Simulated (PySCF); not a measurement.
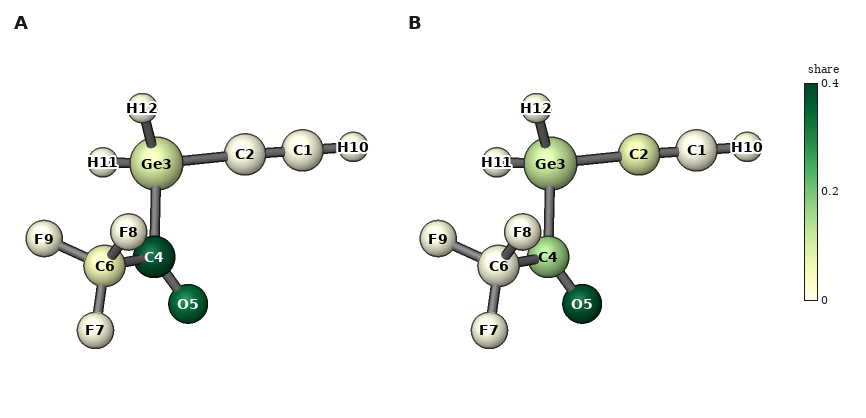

Each panel colours the atoms by their Löwdin share in one orbital (up to four of the largest shares; other atoms are shown as zero). The computed structure is the end point of a PBE0-D3(BJ)/def2-SVP optimisation. No frequency run is at hand to confirm it as a minimum. Method: CAM-B3LYP/def2-SVPD (PySCF 2.14.0).

**The panels show the HOMO, LUMO, in some order. Which is which?**

A: LUMO, −1.11 eV; C4 0.38, O5 0.34, Ge3 0.09, C6 0.05
B: HOMO, −9.32 eV; O5 0.37, C4 0.16, Ge3 0.12, C2 0.08
